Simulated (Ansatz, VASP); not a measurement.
# BAs: VASP beside Ansatz, part 2 of 2

Wanted: the spread between two codes on one cell, functional and k mesh. The cell is taken from a series of VASP runs on this material, whose earlier steps may have relaxed, scaled or displaced it; both programs get it as it stands. Other levels of theory on this material are compared in a session of their own. Valence electrons are named where the data sets of a main pair hold unlike numbers.

VASP 6.6.1 and Ansatz 0.2.0.

So far: The starting structure; Ansatz: band structure, PBE, spin-orbit coupling; VASP: band structure, PBE, spin-orbit coupling.

## Step 3: VASP: band structure, PBE, spin-orbit coupling (continued)

Level of this step: PBE, spin-orbit coupling; plane waves and PAW (B, As) (VASP).

Numbers of over 12 decimals in the logs are rounded to 6 here.

OUTCAR, selected parts (step 3):

```text
ion  position               nearest neighbor table
   1  0.000  0.000  0.000-   2 2.09   2 2.09   2 2.09   2 2.09
   2  0.250  0.250  0.250-   1 2.09   1 2.09   1 2.09   1 2.09

  LATTYP: Found a face centered cubic cell.
 ALAT       =     4.8169543730

 Subroutine GETGRP returns: Found 24 space group operations
 (whereof 24 operations were pure point group operations)

The static configuration has the point symmetry T_d .

 Found     30 irreducible k-points:

   k-points           NKPTS =     30   k-points in BZ     NKDIM =     30   number of bands    NBANDS=     20

   dimension x,y,z NGX =    24 NGY =   24 NGZ =   24
   dimension x,y,z NGXF=    48 NGYF=   48 NGZF=   48

   ENCUT  =  420.0 eV  30.87 Ry    5.56 a.u.   5.69  5.69  5.69*2*pi/ulx,y,z

   NELECT =       8.0000    total number of electrons

 k-points in reciprocal lattice and weights: Automatic mesh
   0.00000000  0.00000000  0.00000000       0.003
   0.14285714  0.00000000  0.00000000       0.012
  -0.14285714  0.00000000  0.00000000       0.012
   0.28571429  0.00000000  0.00000000       0.012
  -0.28571429  0.00000000  0.00000000       0.012
   0.42857143  0.00000000  0.00000000       0.012
  -0.42857143  0.00000000  0.00000000       0.012
   0.14285714  0.14285714  0.00000000       0.017
   0.28571429  0.14285714  0.00000000       0.035
[...]
-0.42857143  0.42857143  0.14285714       0.070
  -0.28571429  0.42857143  0.14285714       0.070

 average (electrostatic) potential at core
       1 -27.0938       2 -49.0135

 E-fermi :   6.1459

 k-point     1 :       0.0000    0.0000    0.0000
  band No.  band energies     occupation
    ...
      4       5.7143      1.00000
      5       5.9202      1.00000
      6       5.9202      1.00000
      7       5.9202      1.00000
      8       5.9202      1.00000
      9       8.9650      0.00000
     10       8.9650      0.00000
     11       9.1712      0.00000
     12       9.1712      0.00000
     13       9.1712      0.00000
    ...

 k-point     2 :       0.1429    0.0000    0.0000
  band No.  band energies     occupation
    ...
      4       3.4919      1.00000
      5       5.2614      1.00000
      6       5.2614      1.00000
      7       5.3940      1.00000
      8       5.3958      1.00000
      9       9.1013      0.00000
     10       9.1013      0.00000
     11       9.7288      0.00000
     12       9.7288      0.00000
     13       9.8599      0.00000
    ...

 k-point     3 :      -0.1429    0.0000    0.0000
  band No.  band energies     occupation
    ...
      4       3.4919      1.00000
      5       5.2614      1.00000
      6       5.2614      1.00000
      7       5.3940      1.00000
      8       5.3958      1.00000
      9       9.1013      0.00000
     10       9.1013      0.00000
     11       9.7288      0.00000
     12       9.7288      0.00000
     13       9.8599      0.00000
    ...

  Total        0.0001278      0.0001278      0.0001278      0.0000000      0.0000000     -0.0000000
  in kB        0.0073266      0.0073266      0.0073266      0.0000000      0.0000000     -0.0000000
  external PRESSURE =       0.0073266 kB  Pullay stress =       0.0000000 kB

  energy-cutoff  :      420.00
  volume of cell :       27.94
      direct lattice vectors                 reciprocal lattice vectors
     0.000000000  2.408477186  2.408477186    -0.207600057  0.207600057  0.207600057
     2.408477186  0.000000000  2.408477186     0.207600057 -0.207600057  0.207600057
     2.408477186  2.408477186  0.000000000     0.207600057  0.207600057 -0.207600057

 POSITION                                       TOTAL-FORCE (eV/Angst)
 -----------------------------------------------------------------------------------
      0.00000      0.00000      0.00000        -0.000000     -0.000000      0.000000
      1.20424      1.20424      1.20424         0.000000      0.000000     -0.000000
 -----------------------------------------------------------------------------------
    total drift:                                0.000000      0.000000      0.000000

  FREE ENERGIE OF THE ION-ELECTRON SYSTEM (eV)
  ---------------------------------------------------
  free  energy   TOTEN  =       -11.4171946452 eV

  energy  without entropy=      -11.4171946452  energy(sigma->0) =      -11.41719465

 Spin-Orbit-Coupling matrix elements
 Ion:    1  E_soc:     -0.0000091
 Ion:    2  E_soc:     -0.0212252

 total charge
# of ion       s       p       d       tot
------------------------------------------
    1        0.656   1.153   0.000   1.809
    2        1.173   1.644   0.084   2.901
--------------------------------------------------
tot          1.829   2.798   0.084   4.710

 magnetization (x)
# of ion       s       p       d       tot
------------------------------------------
    1        0.000   0.000   0.000   0.000
    2       -0.000  -0.000   0.000  -0.000
--------------------------------------------------
tot         -0.000   0.000   0.000   0.000

 magnetization (y)
# of ion       s       p       d       tot
------------------------------------------
    1        0.000   0.000   0.000   0.000
    2       -0.000  -0.000   0.000  -0.000
--------------------------------------------------
tot         -0.000  -0.000   0.000  -0.000

 magnetization (z)
# of ion       s       p       d       tot
------------------------------------------
    1       -0.000  -0.000   0.000  -0.000
    2       -0.000   0.000   0.000   0.000
--------------------------------------------------
tot         -0.000  -0.000   0.000  -0.000

[... 3 further parts left out ...]
```

The run ends at a pressure of 0.00 GPa.

## Step 4: Side by side

Known differences besides the potentials themselves: spin-orbit coupling enters by fully relativistic files in Ansatz and inside the spheres in VASP; the data sets hold 18 valence electrons in Ansatz (on its fully relativistic PAW (standard-fr) files) and 8 in VASP. Total energies have different zeros and are not compared.

Compared:

```csv
quantity,Ansatz,VASP,difference
pressure (GPa),-0.63,0.00,-0.63
pressure without Ansatz's Pulay correction (GPa),-0.73,0.00,-0.73
gap over the path points (eV),1.143,1.135,+0.008
```

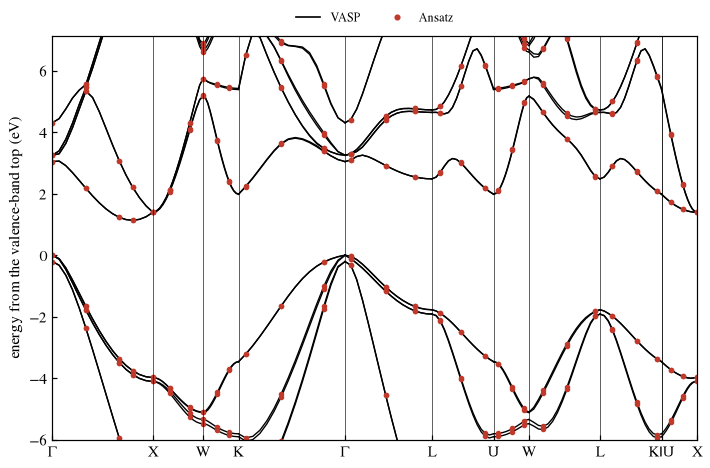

Bands from VASP (lines) and levels from Ansatz (dots). Dots without a line are higher empty bands that the VASP plot leaves out.

Levels at points of the path, from each program's valence-band top (eV; 6 filled, then empty):

```csv
k (reciprocal lattice),Ansatz,VASP
0.000 0.000 0.000,-0.21 -0.21 0.00 0.00 0.00 0.00 3.05 3.05 3.25 3.25 3.25 3.25,-0.21 -0.21 0.00 0.00 0.00 0.00 3.04 3.04 3.25 3.25 3.25 3.25
0.167 0.000 0.167,-2.38 -2.38 -1.78 -1.78 -1.66 -1.66 2.18 2.18 5.34 5.34 5.46 5.46,-2.38 -2.38 -1.79 -1.79 -1.66 -1.66 2.17 2.17 5.34 5.34 5.45 5.45
0.333 0.000 0.333,-5.96 -5.96 -3.50 -3.50 -3.37 -3.37 1.24 1.24 3.07 3.07 8.84 8.84,-5.96 -5.96 -3.50 -3.50 -3.37 -3.37 1.23 1.23 3.06 3.06 8.82 8.82
0.400 0.000 0.400,-7.29 -7.29 -3.88 -3.88 -3.75 -3.75 1.14 1.14 2.21 2.21 10.06 10.06,-7.30 -7.30 -3.89 -3.89 -3.76 -3.76 1.14 1.14 2.20 2.20 10.05 10.05
0.500 0.000 0.500,-8.45 -8.45 -4.10 -4.10 -3.97 -3.97 1.40 1.40 1.41 1.41 11.01 11.01,-8.46 -8.46 -4.11 -4.11 -3.98 -3.98 1.39 1.39 1.40 1.40 10.99 10.99
0.500 0.083 0.583,-8.37 -8.35 -4.48 -4.41 -4.32 -4.31 2.07 2.11 2.13 2.14 10.25 10.34,-8.38 -8.36 -4.49 -4.42 -4.33 -4.32 2.06 2.10 2.13 2.13 10.22 10.32
0.500 0.183 0.683,-8.13 -8.07 -5.26 -5.13 -4.96 -4.94 4.06 4.10 4.30 4.30 7.95 8.08,-8.14 -8.08 -5.26 -5.14 -4.97 -4.95 4.04 4.09 4.29 4.30 7.93 8.06
0.500 0.250 0.750,-8.04 -7.97 -5.48 -5.34 -5.11 -5.09 5.19 5.20 5.74 5.74 6.62 6.69,-8.05 -7.98 -5.48 -5.34 -5.12 -5.10 5.17 5.18 5.73 5.74 6.61 6.68
0.450 0.300 0.750,-8.06 -7.99 -5.70 -5.59 -4.51 -4.46 3.72 3.76 5.53 5.56 7.45 7.56,-8.07 -8.00 -5.70 -5.60 -4.52 -4.46 3.71 3.75 5.52 5.55 7.44 7.55
0.408 0.342 0.750,-8.10 -8.04 -5.86 -5.76 -3.75 -3.71 2.39 2.42 5.43 5.46 8.47 8.56,-8.11 -8.05 -5.86 -5.77 -3.75 -3.72 2.38 2.41 5.42 5.45 8.45 8.54
```

Among the levels compared at these points, filled levels agree within 12 meV and empty ones within 24 meV. Ansatz's pressure holds a Pulay correction of 0.10 GPa; VASP's holds none.

## Step 5: Outcome

```
largest difference of a filled level at the path points (band structure, PBE, spin-orbit coupling) : 12 meV
difference in pressure (band structure, PBE, spin-orbit coupling)                                  : -0.63 GPa
```

**Reading.** The difference in pressure is -0.63 GPa (band structure, PBE, spin-orbit coupling), within the 1 GPa picked in this series as the mark of a large difference. The data sets hold unlike numbers of valence electrons (18 in Ansatz and 8 in VASP), so part of the differences comes from the potentials. 3 further runs of this series are not shown here. How closely two codes agree says nothing of how well the functional describes the real material.

[Lines on the potential files, build, host, timing and source positions are cut from VASP's logs without a mark.]

[Logs are printed without paths, hosts, clocks, repeated set-up lines and the standing remarks that a program may print on its own settings, such as how far it seeks lower states.]

[Hosts, paths, dates, database ids (printed as entryN), source tags and the programs' standing remarks are cut or masked in the printed files.]
